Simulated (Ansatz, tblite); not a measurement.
**GaMe2(acac) (C₇H₁₃GaO₂): charged states by level of theory**

What does removing an electron cost or gain for GaMe2(acac) (C₇H₁₃GaO₂)? Each charged state is run at several levels.

Method: as each input shows; program: Ansatz 0.2.0, Gaussian basis.

Levels to be run: charge +1 doublet, at the geometry of the singlet (PBE0-D4/def2-TZVP, PBE-D4/def2-TZVP, HSE06-D4/def2-TZVP); charge +1 doublet, relaxed (PBE0-D4/def2-TZVP, PBE-D4/def2-TZVP); the starting singlet's energies come from earlier runs.

**1. The geometry**

The geometry is that of the singlet, from an earlier relaxation (r2SCAN-D4/def2-SVP).

23 atoms, charge 0, spin multiplicity 1.

Atoms are counted from 1 here; the program's logs count them from 0.

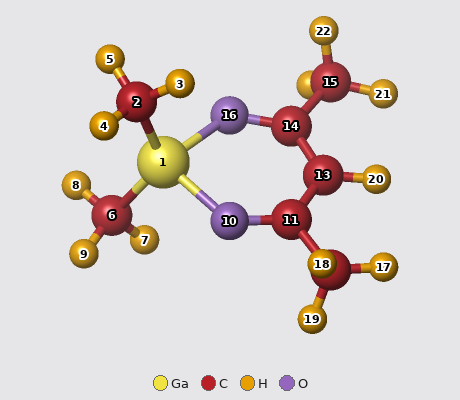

The geometry (gallium yellow, carbon red, hydrogen amber, oxygen purple); atoms are numbered from 1 in the order of the file.

**2. Charge +1 doublet at the fixed geometry, PBE0-D4/def2-TZVP**

Input file in.yaml:

```yaml
crystal:
  periodic: [false, false, false]
  atoms:
    - {symbol: Ga, position_ang: [1.315687, -0.013043, 0.911789]}
    - {symbol: C, position_ang: [0.924151, -0.027505, 2.832833]}
    - {symbol: H, position_ang: [-0.162180, 0.045227, 3.000106]}
    - {symbol: H, position_ang: [1.406204, 0.814919, 3.354105]}
    - {symbol: H, position_ang: [1.278542, -0.958049, 3.304849]}
    - {symbol: C, position_ang: [3.013203, -0.010920, -0.068143]}
    - {symbol: H, position_ang: [2.828265, -0.096754, -1.150579]}
    - {symbol: H, position_ang: [3.661179, -0.848886, 0.234608]}
    - {symbol: H, position_ang: [3.571813, 0.922582, 0.107614]}
    - {symbol: O, position_ang: [0.217545, 1.410644, 0.123215]}
    - {symbol: C, position_ang: [-0.829016, 1.255964, -0.592074]}
    - {symbol: C, position_ang: [-1.484015, 2.529422, -1.046680]}
    - {symbol: C, position_ang: [-1.380284, 0.013333, -0.961745]}
    - {symbol: C, position_ang: [-0.848805, -1.239997, -0.598897]}
    - {symbol: C, position_ang: [-1.523577, -2.500254, -1.061445]}
    - {symbol: O, position_ang: [0.196612, -1.415251, 0.113159]}
    - {symbol: H, position_ang: [-2.381246, 2.356823, -1.654255]}
    - {symbol: H, position_ang: [-1.745989, 3.132785, -0.162974]}
    - {symbol: H, position_ang: [-0.754911, 3.120045, -1.623985]}
    - {symbol: H, position_ang: [-2.280809, 0.022152, -1.577395]}
    - {symbol: H, position_ang: [-2.396520, -2.310112, -1.698462]}
    - {symbol: H, position_ang: [-1.832299, -3.083826, -0.179220]}
    - {symbol: H, position_ang: [-0.793532, -3.119270, -1.606417]}
basis:
  gaussian: {orbitals: def2-TZVP, fitting: {mean_field: def2-universal-jkfit}}
total_charge: 1
magnetization: {spin_polarized: true, initial_magnetization: 1}
hamiltonian: {xc: pbe0, dispersion: d4}
scf: {omitted_lower_state_checks: [starts]}
output: {orbitals: {seedname: orbitals}}
```

The run is started by

```
$ ansatz run in.yaml --threads 2 --pin off --events-out ev --progress --plain --max-ram 22528MiB --backend cuda --devices 0, --max-vram 18GiB
```

Output:

```text
Functional definition: PBE0
  name "PBE0"
  cite "Adamo & Barone, J. Chem. Phys. 110, 6158 (1999) doi:10.1063/1.478522"
  cite "Perdew, Burke & Ernzerhof, Phys. Rev. Lett. 77, 3865 (1996) doi:10.1103/PhysRevLett.77.3865"
  parent pbe
  parameter a = 0.25
  parameter kappa = 0.804
  parameter beta = 0.06672455060314922
  exchange = (1 - a)*pbe_x(kappa = kappa, mu = beta*pi^2/3) + a*exact_x
  correlation = pbe_c(beta = beta)
these checks for a lower state are left out or cut short: starts
1179 factors; integrals over basis functions are off by at most 8.7e-1 eV
mean field evaluation 1: about -63897.7073 eV, gradient 7.7e1 eV
mean field evaluation 2: about -63889.9656 eV, gradient 9.1e1 eV
mean field evaluation 4: about -63921.1613 eV, gradient 5.0e0 eV
mean field evaluation 8: about -63921.2695 eV, gradient 4.6e-1 eV
mean field evaluation 16: about -63921.2728 eV, gradient 1.0e-3 eV
mean field -63921.27281109 eV, -2349.0634484126 hartree, gradient 2.2e-5 eV, S^2 0.768987; 0 other end points of the search recorded, 0 dependent functions left out
reference -63921.27285516 eV, -2349.0634500321 hartree; 51, 50 occupied and 354, 355 virtual orbitals, 1179 factors
Total energy: -63921.77243113 eV, -2349.0818091103 hartree
Checks for a lower state left out: starts
```

Run time: 4.1 s. Hardware: 1 × H100 (card shared with other runs) with 2 threads of AMD EPYC 7R13, shared host; peak host memory 0.95 GiB.

Report: HOMO -11.79 eV, LUMO -9.84 eV (over both spins); ⟨S²⟩ 0.769 (pure: 0.75).

**3. Charge +1 doublet at the fixed geometry, PBE-D4/def2-TZVP**

start.molden holds the orbitals of an earlier run on this state, given as this run's starting guess.

Edit in.yaml of step 2 so:

```diff
@@ -27,6 +27,6 @@
 basis:
-  gaussian: {orbitals: def2-TZVP, fitting: {mean_field: def2-universal-jkfit}}
+  gaussian: {orbitals: def2-TZVP, fitting: {mean_field: def2-universal-jkfit}, initial_orbitals: start.molden}
 total_charge: 1
 magnetization: {spin_polarized: true, initial_magnetization: 1}
-hamiltonian: {xc: pbe0, dispersion: d4}
+hamiltonian: {xc: pbe, dispersion: d4}
 scf: {omitted_lower_state_checks: [starts]}
```

Same command.

Output:

```text
Functional definition: PBE
  name "PBE"
  cite "Perdew, Burke & Ernzerhof, Phys. Rev. Lett. 77, 3865 (1996) doi:10.1103/PhysRevLett.77.3865"
  parent pbe
  parameter kappa = 0.804
  parameter beta = 0.06672455060314922
  exchange = pbe_x(kappa = kappa, mu = beta*pi^2/3)
  correlation = pbe_c(beta = beta)
these checks for a lower state are left out or cut short: starts
1179 factors; integrals over basis functions are off by at most 8.7e-1 eV
mean field evaluation 1: about -63919.2565 eV, gradient 1.0e1 eV
mean field evaluation 2: about -63919.5217 eV, gradient 3.3e-1 eV
mean field evaluation 4: about -63919.5329 eV, gradient 7.9e-3 eV
mean field -63919.53286552 eV, -2348.9995065925 hartree, gradient 2.4e-5 eV, S^2 0.755016; 0 other end points of the search recorded, 0 dependent functions left out
reference -63919.53292420 eV, -2348.9995087487 hartree; 51, 50 occupied and 354, 355 virtual orbitals, 1179 factors
Total energy: -63920.11289451 eV, -2349.0208222645 hartree
Checks for a lower state left out: starts
```

It took 3.2 s on 1 × H100 (card shared with other runs) with 2 threads of AMD EPYC 7R13, shared host; peak host memory 0.91 GiB.

From the report: HOMO -10.92 eV, LUMO -10.33 eV (over both spins); ⟨S²⟩ 0.755 (pure: 0.75).

**4. Charge +1 doublet at the fixed geometry, HSE06-D4/def2-TZVP**

Edit in.yaml of step 3 so:

```diff
@@ -30,3 +30,3 @@
 magnetization: {spin_polarized: true, initial_magnetization: 1}
-hamiltonian: {xc: pbe, dispersion: d4}
+hamiltonian: {xc: hse06, dispersion: d4}
 scf: {omitted_lower_state_checks: [starts]}
```

The command is unchanged.

Output, shortened:

```text
Functional definition: HSE06
  name "HSE06"
  cite "Heyd, Scuseria & Ernzerhof, J. Chem. Phys. 118, 8207 (2003) doi:10.1063/1.1564060"
  cite "Krukau, Vydrov, Izmaylov & Scuseria, J. Chem. Phys. 125, 224106 (2006) doi:10.1063/1.2404663"
  cite "Heyd & Scuseria, J. Chem. Phys. 120, 7274 (2004) doi:10.1063/1.1668634"
  cite "Ernzerhof & Perdew, J. Chem. Phys. 109, 3313 (1998) doi:10.1063/1.476928"
  cite "Perdew, Burke & Ernzerhof, Phys. Rev. Lett. 77, 3865 (1996) doi:10.1103/PhysRevLett.77.3865"
  parent pbe
[...]
  # The whole range is PBE's own exchange, as in plane waves. The composition of these papers is wPBEh.
[...]
1179 factors; integrals over basis functions are off by at most 8.7e-1 eV
1179 factors; integrals over basis functions are off by at most 1.8e-7 eV
[...]
mean field -63920.64989958 eV, -2349.0405568371 hartree, gradient 1.6e-5 eV, S^2 0.768005; 0 other end points of the search recorded, 0 dependent functions left out
reference -63920.64995830 eV, -2349.0405589947 hartree; 51, 50 occupied and 354, 355 virtual orbitals, 1179 factors
Total energy: -63921.11805653 eV, -2349.0577612875 hartree
Checks for a lower state left out: starts
```

Wall time 3.5 s (1 × H100 (card shared with other runs) with 2 threads of AMD EPYC 7R13, shared host); peak host memory 0.92 GiB.

Report: HOMO -11.43 eV, LUMO -10.18 eV (over both spins); ⟨S²⟩ 0.768 (pure: 0.75).

**5. Vertical ionisation energy**

Charged state less starting state, singlet to doublet; the starting state's energies are those of its earlier runs.

| level | vertical ionisation energy (eV) | time |
| --- | --- | --- |
| PBE-D4/def2-TZVP | +7.99 | 6.3 s |
| PBE0-D4/def2-TZVP | +8.30 | 7.3 s |
| HSE06-D4/def2-TZVP | +8.27 | 7 s |

Times add the two runs; a level without a time comes out of a correlated run.

Beside −ε(HOMO) of the starting state:

```
             level  −ε(HOMO) (eV)  by difference (eV)  mismatch (eV)
  PBE-D4/def2-TZVP           5.58                7.99          -2.41
 PBE0-D4/def2-TZVP           6.69                8.30          -1.61
HSE06-D4/def2-TZVP           6.29                8.27          -1.98
```

[end of part 1 of 2]
